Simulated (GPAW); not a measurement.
## Run report: NH$_{3}$S, geometry relaxation (part 1 of 4)

- system: NH$_{3}$S (Thiohydroxylamine), SMILES NS
- method: revPBE/real-space grid, dispersion D4, scalar-relativistic datasets (GPAW 26.7.0)

The atoms were displaced at random from an optimised geometry.

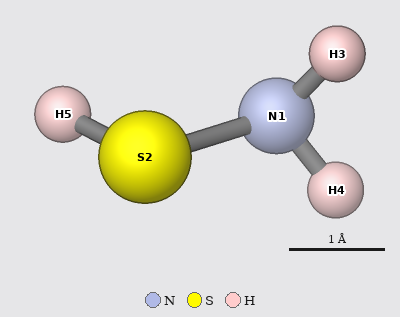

*The input geometry (ball-and-stick view, seen at a tilt; atoms are numbered from 1 in the order of the input).*

Bond lengths as drawn: H–N 1.02 Å, H–S 1.25 Å and N–S 1.69 Å.

**Key numbers**

| quantity | value |
| --- | --- |
| outcome | converged |
| energy relative to the program's reference atoms | −22.3573 eV |
| dispersion energy | −0.007134 hartree |
| largest force | 0.023 eV/Å |
| HOMO | −5.79 eV |
| LUMO | −1.33 eV |
| dipole moment | 1.12 D |
| hardware | 1 thread of Arm Neoverse V2, 24 GiB of memory available, shared host |
| wall time | 4.4 min |
| peak memory | 0.65 GiB |

**Remarks**

Settings chosen away from the usual ones: smear set to methfessel-paxton; width set to 0.01.

**The input (calc.py)**
```python
from ase.calculators.mixing import SumCalculator
from ase.io import write
from ase.io.zmatrix import parse_zmatrix
from ase.optimize import BFGSLineSearch
from dftd4.ase import DFTD4
from gpaw import GPAW
from gpaw.utilities.adjust_cell import adjust_cell

zmat = """
N
S 1 r2
H 1 r3 2 a3
H 1 r4 3 a4 2 d4
H 2 r5 1 a5 4 d5
"""
values = dict(r2=1.694183, r3=1.018349, a3=116.7204, r4=1.015877, a4=100.7745, d4=-123.34243, r5=1.249014, a5=98.6701, d5=-125.66468)
atoms = parse_zmatrix(zmat, defs=values)
adjust_cell(atoms, 4.5, h=0.18)

dft = GPAW(mode="fd",
           h=0.18,
           xc="revPBE",
           occupations={"name": "methfessel-paxton", "width": 0.01},
           maxiter=80,
           poissonsolver={"name": "fd"},
           symmetry="off",
           txt="-")
atoms.calc = SumCalculator([DFTD4(method="revPBE"), dft])

opt = BFGSLineSearch(atoms, trajectory="H3NS.traj")
converged = opt.run(fmax=0.03, steps=60)
print("Converged:", converged)
print(f"Final energy            {atoms.get_potential_energy():.5f} eV")
print(f"r(S1-N0) = {atoms.get_distance(1, 0):.4f} Ang")
print(f"r(H3-N0): {atoms.get_distance(3, 0):.4f} Ang")
write("relaxed.xyz", atoms)
```

Run as:
```bash
python calc.py > calc.log
```

**What the program printed**
```
__  _  _
 | _ |_)|_||  |
 |__||  | ||/\| - 26.7.0

units:  Angstrom and eV
cores:  1
OpenMP: False

Versions:
  Python: 3.12.14
  ASE:    3.29.0
  Numpy:  2.5.5
  Scipy:  1.18.1
  Libxc:  7.0.0

        _gpaw.cpython-312-aarch64-linux-gnu.so

Input parameters:
  mode=FD(),
  h=0.18,
  maxiter=80,
  occupations=Occupations(name='methfessel-paxton', width=0.01),
  poissonsolver=PoissonSolver(name='fd'),
  symmetry=Symmetry(point_group=False, time_reversal=False),
  xc=XC(name='revPBE')

Diagonalizing LCAO Hamiltonian
Converting LCAO to fd mode
        .---------------------------.
       /|                           |
      / |                           |
     /  |                           |
    /   |                           |
   /    |                           |
  /     |                           |
 *      |                           |
 |      |                           |
 |      |                           |
 |      |       H    H              |
 |      |        N   S              |
 |      |      H                    |
 |      |                           |
 |      .---------------------------.
 |     /                           /
 |    /                           /
 |   /                           /
 |  /                           /
 | /                           /
 |/                           /
 *---------------------------*

Atoms  # Å, Bohr magnetons
|   | symbol |        x |        y |        z |    initial magnetic moments |
|---|--------|----------|----------|----------|-----------------------------|
| 0 |      N | 5.047711 | 5.233155 | 5.630749 | ( 0.0000,  0.0000,  0.0000) |
| 1 |      S | 6.741894 | 5.233155 | 5.630749 | ( 0.0000,  0.0000,  0.0000) |
| 2 |      H | 4.589824 | 6.142756 | 5.630749 | ( 0.0000,  0.0000,  0.0000) |
| 3 |      H | 4.643154 | 4.816886 | 4.797046 | ( 0.0000,  0.0000,  0.0000) |
| 4 |      H | 6.930176 | 4.657244 | 6.722954 | ( 0.0000,  0.0000,  0.0000) |

Unit cell  # Å
| periodic |         x |         y |         z |   lengths |    angles |
|----------|-----------|-----------|-----------|-----------|-----------|
|       no | 11.520000 |  0.000000 |  0.000000 | 11.520000 | 90.000000 |
|       no |  0.000000 | 10.800000 |  0.000000 | 10.800000 | 90.000000 |
|       no |  0.000000 |  0.000000 | 11.520000 | 11.520000 | 90.000000 |

Number of symmetries: 1
Symmetry operations  # r_c * U_cc + t_c -> r_c
|   | kind |            matrix            |
|---|------|------------------------------|
| 0 |  E   |  1, 0, 0,  0, 1, 0,  0, 0, 1 |

BZ-sampling:
  Number of BZ points: 1
  Number of IBZ points: 1

  Monkhorst-Pack size: [1, 1, 1]
  Monkhorst-Pack shift: [0, 0, 0]

K-points  # in reciprocal-cell coordinates
|   |                                coordinates |     weight |
|---|--------------------------------------------|------------|
| 0 | (  0.00000000,   0.00000000,   0.00000000) | 1.00000000 |

Uniform wave function grid shape: (np.int64(63), np.int64(59), np.int64(63))
Spin-components: 1 (collinear spins)
Bands:           11
Projectors:      19
Spin-degeneracy: 2
Datatype:        float64

  Storage: CPU
  Wave functions: 20_607_048 bytes (20_607_048 per core)

Parallelization:
  kpt:    1
  domain: 1
  band:   1

Density:
  Valence electrons: 14.0
  Components: 1
  Grid points: [64 60 64]
  Charge: 0.0  # |e|

Potential:
  Grid points: [64 60 64]

species:
  N:
    name:    Nitrogen
    Z:       7.0
    valence: 5
    core:    2
    charge:  0.0  # [|e|]
    file:    N.revPBE.gz
    compensation charges:
      type: gauss
      rc: 0.18  # [Å]
      lmax: 2
    cutoffs:
      filter: 1.11  # [Å]
      core: 0.96  # [Å]
    projectors
    | kind |    occ | energy [eV] | rcut [Å] |
    |------|--------|-------------|----------|
    |   2s |  2.000 |     -18.619 |    0.603 |
    |   2p |  3.000 |      -7.035 |    0.529 |
    |    s |        |       8.592 |    0.603 |
    |    p |        |      20.177 |    0.529 |
    |    d |        |       0.000 |    0.577 |

    Using partial waves for N as LCAO basis

  S:
    name:    Sulfur
    Z:       16.0
    valence: 6
    core:    10
    charge:  0.0  # [|e|]
    file:    S.revPBE.gz
    compensation charges:
      type: gauss
      rc: 0.24  # [Å]
      lmax: 2
    cutoffs:
      filter: 1.77  # [Å]
      core: 1.66  # [Å]
    projectors
    | kind |    occ | energy [eV] | rcut [Å] |
    |------|--------|-------------|----------|
    |   3s |  2.000 |     -17.230 |    0.974 |
    |   3p |  4.000 |      -6.978 |    0.979 |
    |    s |        |       9.981 |    0.974 |
    |    p |        |      20.234 |    0.979 |
    |    d |        |       0.000 |    0.900 |

    Using partial waves for S as LCAO basis

  H:
    name:    Hydrogen
    Z:       1.0
    valence: 1
    core:    0
    charge:  0.0  # [|e|]
    file:    H.revPBE.gz
    compensation charges:
      type: gauss
      rc: 0.15  # [Å]
      lmax: 2
    cutoffs:
      filter: 0.85  # [Å]
      core: 0.53  # [Å]
    projectors
    | kind |    occ | energy [eV] | rcut [Å] |
    |------|--------|-------------|----------|
    |   1s |  1.000 |      -6.547 |    0.476 |
    |    s |        |      20.664 |    0.476 |
    |    p |        |       0.000 |    0.476 |

    Using partial waves for H as LCAO basis

Reference energy: -12381.520621  # eV

eigensolver:
  PPCG
  Converge bands: occupied
  niter=2

density mixing:
  MSR1-Mixer
  Pratt-step length: 0.05
  Maximum mixing coefficient: 0.75
  Old densities: 10
  SVD Regularization: 0.005
  Good broyden scale: 1.0
  Trust region scale: 1.0
  Backstep threshold: 4.0
  History deletion threshold: 6.0
  Fourier metric: weight=20.0, sigma=0.015

occupation numbers:
  Methfessel-Paxton:
    width: 0.0100  # eV
    order: 0

Jacobi solver with 4 multi-grid levels
    Coarsest grid: 16 x 15 x 16 points
    Stencil: 6*3+1=19 point O(h^6) finite-difference Laplacian
    Max iterations: 1000
    Tolerance: 2.000000e-10

xc functional:
  name: revPBE with 2 nearest neighbor stencil
interpolation: tri-quintic # 5. degree polynomial

Initialization done in: 4.584 s

convergence criteria:
- Maximum [total energy] change in last 3 cyles: 0.0005 eV / valence electron
- Maximum integral of absolute [dens]ity change: 0.0001 electrons / valence electron
- Maximum integral of absolute [eigenst]ate change: 4e-08 eV^2 / valence electron
maximum number of iterations: 80

SCF iterations
|iter     |     time |      energy | eigst |  dens |
|---------|----------|-------------|-------|-------|
|iter:   1| 00:00:05 |  -23.952007 | +1.20 |       |
|iter:   2| 00:00:07 |  -23.570362 | +0.08 | -0.66 |
|iter:   3| 00:00:11 |  -21.944187 | +0.47 | -0.70 |
|iter:   4| 00:00:13 |  -21.903304 | -0.24 | -1.25 |
|iter:   5| 00:00:16 |  -21.897487 | -1.02 | -1.60 |
|iter:   6| 00:00:17 |  -21.898921c| -1.92 | -2.33 |
|iter:   7| 00:00:19 |  -21.899186c| -2.76 | -2.67 |
|iter:   8| 00:00:20 |  -21.899191c| -3.52 | -3.26 |
|iter:   9| 00:00:21 |  -21.899197c| -4.32 | -3.53 |
|iter:  10| 00:00:22 |  -21.899076c| -4.99 | -4.13c|
|iter:  11| 00:00:23 |  -21.899135c| -5.72 | -4.44c|
|iter:  12| 00:00:24 |  -21.899240c| -6.42 | -4.83c|
|iter:  13| 00:00:25 |  -21.899214c| -6.96 | -5.19c|
|iter:  14| 00:00:25 |  -21.899115c| -7.43c| -5.49c|

Converged in 14 steps
SCF loop duration: 20.754 s (1.482 s/step)
Energy contributions relative to reference atoms: (reference = -12381.520621)

Energy contributions:
  Kinetic:          28.605656
  Coulomb:         -29.615516
  Zero:              0.508865
  External:          0.000000
  Xc:              -21.398120
  Entropy:           0.000000
  Spinorbit:         0.000000
  ----------------------------
  Free energy:     -21.899115
  Extrapolated:    -21.899115

dipole moment: (-0.224573, 0.060896, -0.083947)  # |e|*Ang

Fermi level: -4.389
Eigenvalues  # (at kpt = [0.000, 0.000, 0.000])
| band index |      eig [eV] | occ [0-2] |
|------------|---------------|-----------|
|          0 |       -22.630 |     2.000 |
|          1 |       -17.629 |     2.000 |
|          2 |       -12.036 |     2.000 |
|          3 |       -11.633 |     2.000 |
|          4 |        -9.711 |     2.000 |
|          5 |        -6.229 |     2.000 |
|          6 |        -5.759 |     2.000 |
|          7 |        -1.212 |     0.000 |
|          8 |        -0.230 |     0.000 |
|          9 |         0.331 |     0.000 |
|         10 |         0.547 |     0.000 |

Gap: 4.548 eV
Transition (v -> c):
  (s=0, k=0, n=6, [0.00, 0.00, 0.00]) -> (s=0, k=0, n=7, [0.00, 0.00, 0.00])
No difference between direct/indirect transitions
vacuum-level: 0.000  # V

Forces  # eV/Ang
|        x |        y |        z |
|----------|----------|----------|
| -1.41531 | -0.04669 | -0.08535 |  # N    0
|  0.24452 |  1.88721 | -3.26043 |  # S    1
|  0.51312 |  0.49720 |  0.47651 |  # H    2
|  0.32233 | -0.65657 | -0.18301 |  # H    3
|  0.34534 | -1.66618 |  3.08229 |  # H    4

Force computation time: 0.039  # s
                Step[ FC]     Time          Energy          fmax
BFGSLineSearch:    0[  0] 00:00:26      -22.094061       3.7789
        .---------------------------.
       /|                           |
      / |                           |
     /  |                           |
    /   |                           |
   /    |                           |
  /     |                           |
 *      |                           |
 |      |                           |
 |      |                           |
 |      |       H    H              |
 |      |       N    S              |
 |      |      H                    |
 |      |                           |
 |      .---------------------------.
 |     /                           /
 |    /                           /
 |   /                           /
 |  /                           /
 | /                           /
 |/                           /
 *---------------------------*

Atoms  # Å, Bohr magnetons
|   | symbol |        x |        y |        z |    initial magnetic moments |
|---|--------|----------|----------|----------|-----------------------------|
| 0 |      N | 4.973957 | 5.230500 | 5.626571 | ( 0.0000,  0.0000,  0.0000) |
| 1 |      S | 6.753763 | 5.333172 | 5.457961 | ( 0.0000,  0.0000,  0.0000) |
| 2 |      H | 4.617160 | 6.169016 | 5.655934 | ( 0.0000,  0.0000,  0.0000) |
| 3 |      H | 4.660353 | 4.782187 | 4.787375 | ( 0.0000,  0.0000,  0.0000) |
| 4 |      H | 6.948055 | 4.569114 | 6.885993 | ( 0.0000,  0.0000,  0.0000) |

Unit cell  # Å
| periodic |         x |         y |         z |   lengths |    angles |
|----------|-----------|-----------|-----------|-----------|-----------|
|       no | 11.520000 |  0.000000 |  0.000000 | 11.520000 | 90.000000 |
|       no |  0.000000 | 10.800000 |  0.000000 | 10.800000 | 90.000000 |
|       no |  0.000000 |  0.000000 | 11.520000 | 11.520000 | 90.000000 |

Initialization done in: 2.474 s

convergence criteria:
- Maximum [total energy] change in last 3 cyles: 0.0005 eV / valence electron
- Maximum integral of absolute [dens]ity change: 0.0001 electrons / valence electron
- Maximum integral of absolute [eigenst]ate change: 4e-08 eV^2 / valence electron
maximum number of iterations: 80

SCF iterations
|iter     |     time |      energy | eigst |  dens |
|---------|----------|-------------|-------|-------|
|iter:   1| 00:00:28 |  -34.414084 | +0.72 |       |
|iter:   2| 00:00:31 |  -33.482255 | -0.26 | -0.89 |
|iter:   3| 00:00:33 |  -29.501116 | +0.19 | -0.96 |
|iter:   4| 00:00:35 |  -26.086521 | -0.10 | -1.37 |
|iter:   5| 00:00:38 |  -23.097571 | -1.02 | -1.69 |
|iter:   6| 00:00:39 |  -21.843101 | -1.79 | -2.07 |
|iter:   7| 00:00:40 |  -21.549260 | -2.67 | -2.61 |
|iter:   8| 00:00:42 |  -21.512435 | -3.41 | -3.00 |
|iter:   9| 00:00:43 |  -21.518208 | -4.27 | -3.47 |
|iter:  10| 00:00:44 |  -21.520667 | -4.80 | -4.06c|
|iter:  11| 00:00:45 |  -21.521164c| -5.53 | -4.43c|
|iter:  12| 00:00:46 |  -21.521587c| -6.08 | -4.80c|
|iter:  13| 00:00:46 |  -21.521441c| -6.69 | -5.30c|
|iter:  14| 00:00:47 |  -21.521480c| -7.27 | -5.43c|
|iter:  15| 00:00:48 |  -21.521443c| -7.68c| -5.84c|

Converged in 15 steps
SCF loop duration: 19.935 s (1.329 s/step)
Energy contributions relative to reference atoms: (reference = -12381.520621)

Energy contributions:
  Kinetic:          15.699418
  Coulomb:         -19.800123
  Zero:              0.570023
  External:          0.000000
  Xc:              -17.990760
  Entropy:           0.000000
  Spinorbit:         0.000000
  ----------------------------
  Free energy:     -21.521443
  Extrapolated:    -21.521443

dipole moment: (-0.212745, 0.078483, -0.113159)  # |e|*Ang

Fermi level: -4.389
Eigenvalues  # (at kpt = [0.000, 0.000, 0.000])
| band index |      eig [eV] | occ [0-2] |
|------------|---------------|-----------|
|          0 |       -22.307 |     2.000 |
|          1 |       -16.756 |     2.000 |
|          2 |       -12.453 |     2.000 |
|          3 |       -10.195 |     2.000 |
|          4 |        -9.500 |     2.000 |
|          5 |        -6.411 |     2.000 |
|          6 |        -5.815 |     2.000 |
|          7 |        -2.027 |     0.000 |
|          8 |        -1.133 |     0.000 |
|          9 |        -0.167 |     0.000 |
|         10 |         0.585 |     0.000 |

Gap: 3.788 eV
Transition (v -> c):
  (s=0, k=0, n=6, [0.00, 0.00, 0.00]) -> (s=0, k=0, n=7, [0.00, 0.00, 0.00])
No difference between direct/indirect transitions
vacuum-level: 0.000  # V
```
